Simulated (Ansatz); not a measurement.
BFH$_{2}$···H$_{2}$O

The calculation's input:

```
crystal:
  periodic: [false, false, false]
  atoms:
    - { symbol: B, position_ang: [0.0, 0.0, 0.0] }
    - { symbol: H, position_ang: [0.0, 0.0, 1.54] }
    - { symbol: H, position_ang: [1.0305, 0.0, -0.595] }
    - { symbol: F, position_ang: [-1.1431, 0.0, -0.66] }
    - { symbol: O, position_ang: [0.0715, -1.6212, 0.5392] }
    - { symbol: H, position_ang: [-0.475, -2.2058, -0.077] }
    - { symbol: H, position_ang: [0.0379, -0.8605, 1.537] }
basis:
  gaussian: { orbitals: cc-pVDZ }
hamiltonian:
  xc: pbe
  dispersion: d4
relax:
  f_tol: 0.15
  max_steps: 25
  restrain:
    - { distance: [0, 4], at: 2.61, k: 30.0 }
    - { distance: [6, 1], at: 1.86, k: 30.0 }
    - { distance: [0, 1], at: 1.19, k: 30.0 }
    - { distance: [6, 4], at: 1.01, k: 30.0 }
output:
  orbitals: {}
```

Launched as:

```sh
ansatz run input.yaml --threads 1 --pin off --max-ram 2048MiB --backend cpu --events-out ev --progress --plain --runs-dir out
```

The fields are those of the run's last geometry, not of the input's.

Not at a stationary point (largest force 0.8 eV/Å).

These are results of RKS PBE-D4/cc-pVDZ in Ansatz 0.2.0, not measurements.

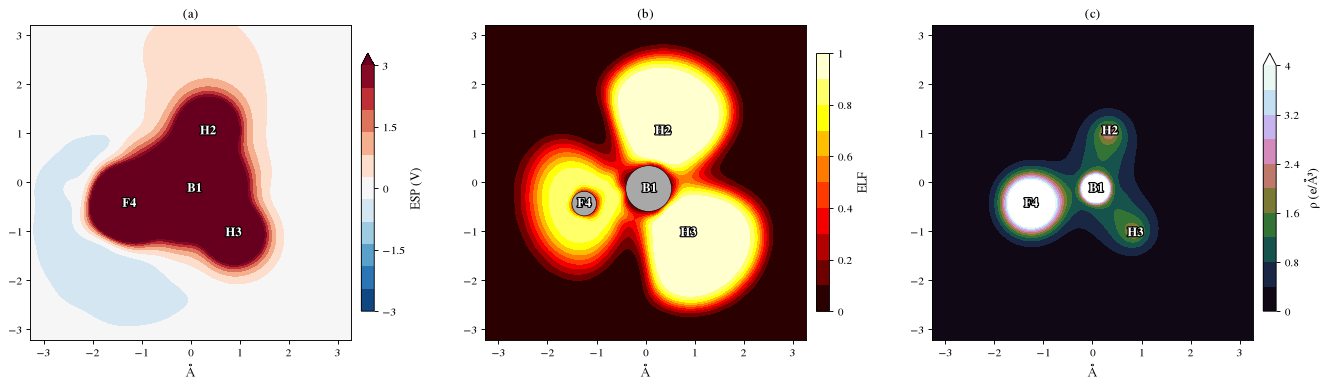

Figure 1. (a) electrostatic potential; (b) electron localisation function; (c) electron density on the plane of atoms H2, B1 and F4. Grey discs cover the atomic cores in the ELF map.

> What do the fields say about this system?

Atoms in the plane: B, H and F.
B–F (1.35 Å): the density is about 1.9 e/Å³ at the midpoint; the ELF peaks at about 0.85 between the atoms; a polar covalent bond.
B–H (1.20 Å): the density is about 1.2 e/Å³ at the midpoint; the ELF climbs to about 1 towards the hydrogen, as it does in any bond to H; a covalent bond by its length.
The ELF also peaks beside F4, away from the bonds: lone-pair regions.
Outside the dense part of the complex the potential is most negative (−0.6 V) near F4.

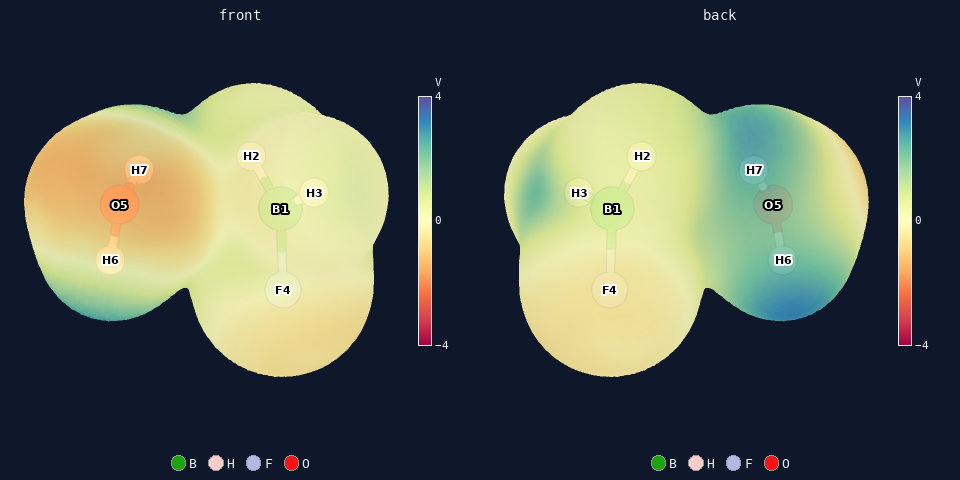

Figure 2. The molecular electrostatic potential painted on the density surface at 0.004 e/bohr³, seen from the front and from behind; red is negative and blue positive.

> Which sites attract a positive test charge, and which a negative one?

A positive charge is drawn to the negative regions and a negative charge to the positive ones. The most negative region (about −1.5 V) lies over O5, the most positive (about +3.2 V) over H6. O5 is the likeliest acceptor of a hydrogen bond.

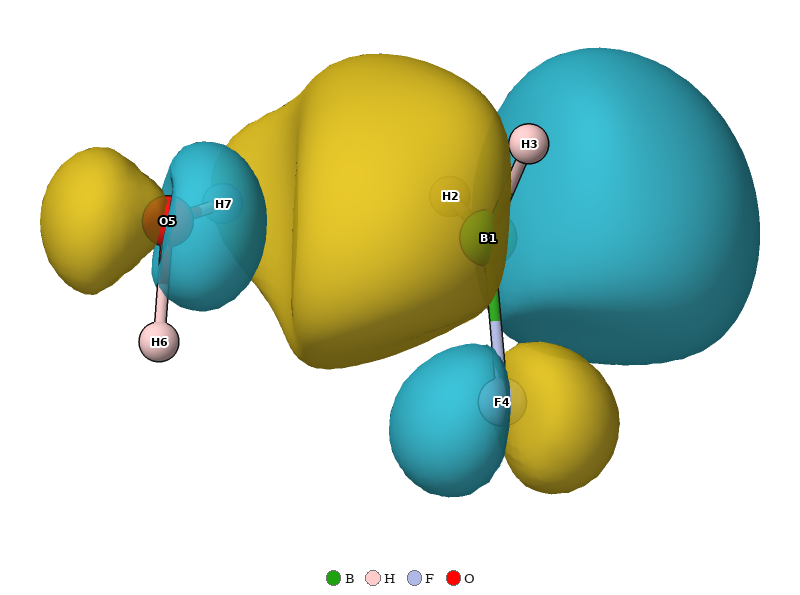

Figure 3. The LUMO at ±0.08 Å⁻³ᐟ² (yellow and cyan are the two phases), seen at a tilt.

> Describe this orbital and give its energy.

It lies mainly on B1 (about 60 %), F4 (about 15 %), O5 (about 10 %), H2 (about 5 %) and H3 (about 5 %). Its energy is −1.61 eV.

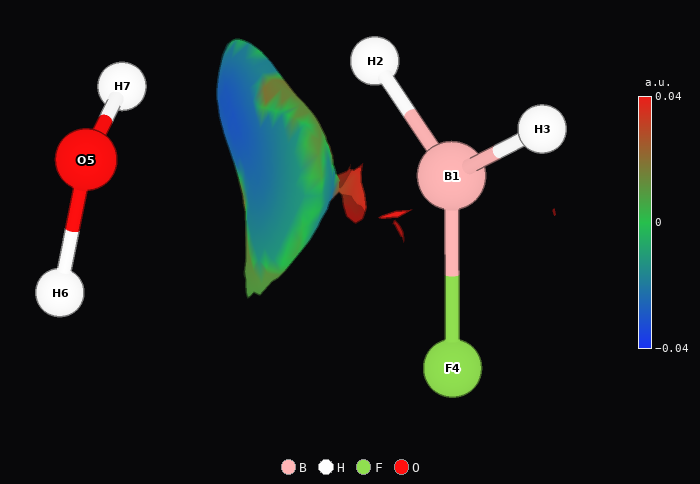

Figure 4. Non-covalent interaction (NCI) plot: the surface where the reduced density gradient is 0.6, for densities under 0.05 a.u., coloured by sign(λ₂)ρ; seen across its widest extent.

> What holds or crowds the atoms apart from the covalent bonds?

H7···B1 (2.3 Å): a weak contact, attractive (blue-green) on one side and crowded (olive to red) on the other.
